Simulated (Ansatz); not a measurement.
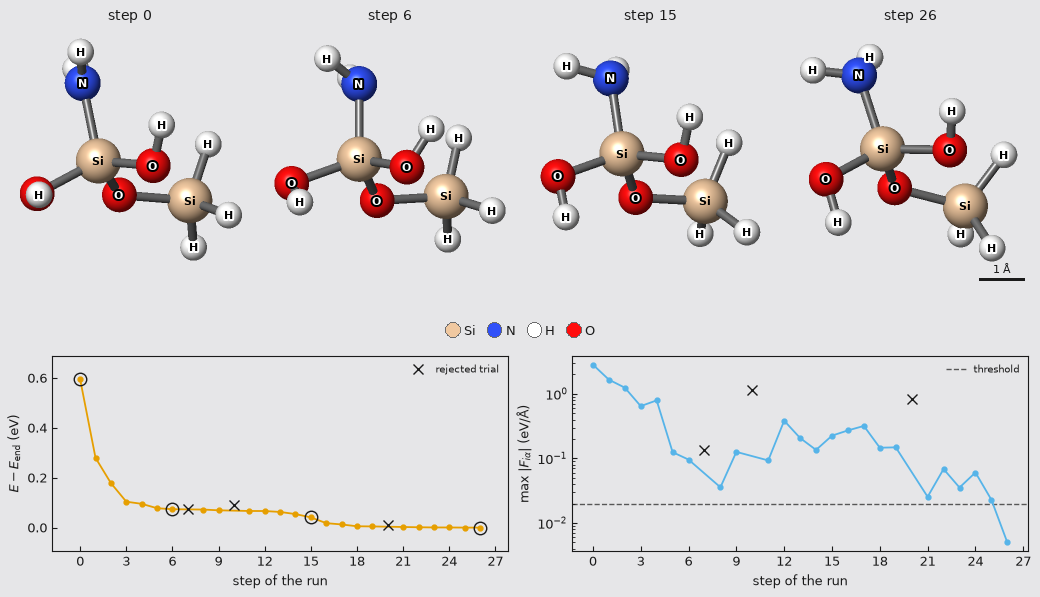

Frames of a relaxation of Si$_{2}$NH$_{7}$O$_{3}$, marked on the history of the run. A ball-and-stick model, seen from a free direction.

The run prepares the start of a later molecular dynamics calculation, from a guessed geometry.

All numbers below come from RKS B3LYP-D4/STO-3G in Ansatz 0.2.0.

Input
```yaml
crystal:
  periodic: [false, false, false]
  atoms:
    - { symbol: Si, position_ang: [0.0, 0.0, 0.0] }
    - { symbol: "N", position_ang: [0.0, 0.0, 1.82] }
    - { symbol: H, position_ang: [-0.877, -0.2713, 2.35] }
    - { symbol: H, position_ang: [0.877, 0.2713, 2.35] }
    - { symbol: O, position_ang: [1.5842, 0.0, -0.5594] }
    - { symbol: Si, position_ang: [2.4906, -1.3762, -0.8866] }
    - { symbol: H, position_ang: [1.6598, -2.3521, -1.5857] }
    - { symbol: H, position_ang: [3.6318, -1.0202, -1.7249] }
    - { symbol: H, position_ang: [2.9691, -1.9538, 0.366] }
    - { symbol: O, position_ang: [-0.7913, 1.3709, -0.5594] }
    - { symbol: H, position_ang: [-1.7491, 1.1401, -0.7818] }
    - { symbol: O, position_ang: [-0.7913, -1.3709, -0.5594] }
    - { symbol: H, position_ang: [-1.2459, -1.8365, 0.2129] }
basis:
  gaussian: { orbitals: STO-3G }
hamiltonian:
  xc: b3lyp
  dispersion: d4
relax:
  f_tol: 0.02
  max_steps: 40
```

Command:
```bash
ansatz run input.yaml --threads 1 --pin off --max-ram 2048MiB --backend cpu --events-out ev --progress --plain --runs-dir out
```

Question: What happens along the run?

Answer: H3 moves most after the best rigid fit: 1.26 Å. By element the largest moves are H 1.26 Å, O 0.60 Å, Si 0.29 Å, N 0.25 Å. Among the contacts that change: Si1–N2 1.820 → 1.749 Å, O5–Si6 1.680 → 1.698 Å, N2–H3 1.060 → 1.045 Å, O10–H11 1.010 → 1.021 Å. Among the angles between lasting bonds that change: H3–N2–H4 120.0° → 106.1°, Si1–N2–H3 120.0° → 113.0°, N2–Si1–O10 109.5° → 102.9°. Groups turn about Si1–O10 by about 85°, O5–Si6 by about 25°. After 23 accepted moves (26 points after the start) the energy has fallen by 0.594 eV. The largest force component goes from 2.8 to 0.005 eV/Å. The line search rejected the trial steps at points 7, 10, 20 of the run. From step 0 to 6: H3 moves most (0.47 Å), energy −0.520 eV. From step 6 to 15: H3 moves most (0.53 Å), energy −0.033 eV. From step 15 to 26: H atoms move most (0.52 Å), energy −0.041 eV.

| step | E − E(0), eV | largest force component, eV/Å | note |
| --- | --- | --- | --- |
| 0 | 0.0000 | 2.8383 |  |
| 1 | -0.3145 | 1.6619 |  |
| 2 | -0.4156 | 1.2488 |  |
| 3 | -0.4901 | 0.6461 |  |
| 4 | -0.4986 | 0.7931 |  |
| 5 | -0.5162 | 0.1251 |  |
| 6 | -0.5203 | 0.0959 |  |
| 7 | -0.5203 | 0.1365 | rejected |
| 8 | -0.5216 | 0.0357 |  |
| 9 | -0.5246 | 0.1263 |  |
| 10 | -0.5034 | 1.1687 | rejected |
| 11 | -0.5273 | 0.0931 |  |
| 12 | -0.5275 | 0.3842 |  |
| 13 | -0.5312 | 0.2070 |  |
| 14 | -0.5398 | 0.1355 |  |
| 15 | -0.5530 | 0.2253 |  |
| 16 | -0.5761 | 0.2717 |  |
| 17 | -0.5813 | 0.3187 |  |
| 18 | -0.5886 | 0.1466 |  |
| 19 | -0.5892 | 0.1485 |  |
| 20 | -0.5835 | 0.8382 | rejected |
| 21 | -0.5915 | 0.0254 |  |
| 22 | -0.5926 | 0.0685 |  |
| 23 | -0.5933 | 0.0354 |  |
| 24 | -0.5934 | 0.0605 |  |
| 25 | -0.5939 | 0.0229 |  |
| 26 | -0.5940 | 0.0050 |  |

Limits of the set-up: STO-3G is a minimal basis, so the numbers are rough.
